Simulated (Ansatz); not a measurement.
# Fields on a plane of Re3B (space group Cmcm)

```xyz
8
Lattice="1.4327 -4.6412 0.0000 1.4327 4.6412 0.0000 0.0000 0.0000 7.2353" Properties=species:S:1:pos:R:3 pbc="T T T"
Re     1.4327     3.4052     6.7661
Re     1.4327    -3.4052     0.4692
Re     1.4327    -3.4052     3.1484
Re     1.4327     3.4052     4.0869
Re     1.4327    -0.7005     1.8088
Re     1.4327     0.7005     5.4265
B      1.4327    -2.2803     5.4265
B      1.4327     2.2803     1.8088
```

The slice is a (001) plane (indices of the conventional cell) through the point (0.424, 0.576, 0.750) (fractional), spanned by u = [110] and v = [1 -1 0] in vectors of this cell: u (2.87 Å) and v (9.28 Å, at 90° to u). It covers one period; positions are fractions (u, v).

Atoms on it: Re at (0.00, 0.00); Re at (0.50, 0.50); B at (0.00, 0.32); B at (0.50, 0.82).

Level of theory: LDA (plane waves to 420 eV, PAW, scalar-relativistic; Ansatz, a quantum-chemistry and plane-wave program). k mesh 17×17×7. Inside the PAW spheres the values are not all-electron values, and peaks at nuclei hang on which shells count as valence. Re3B is run without spin polarisation. Re3B was relaxed with its symmetry unable to fall. Spin-orbit coupling is left out, though Re is heavy.

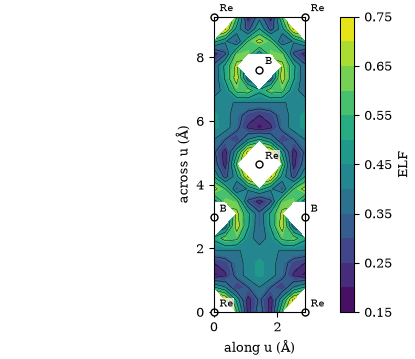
*Electron localisation function (ELF), one period of the plane, atoms marked. Points within 0.4 Å of a nucleus are left white, as the pseudised field means little there.*

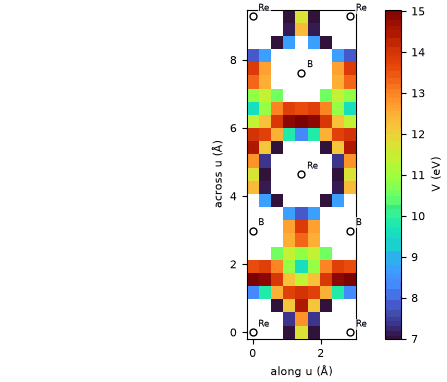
Fig. 1. Electrostatic potential energy of an electron, from the cell's mean, in eV, one period of the plane, atoms marked. Points within 0.9 Å of a nucleus are left white, as the pseudised field means little there. Values under 7 eV are set to 7. The zero, the cell's mean, hangs on the PAW cores.
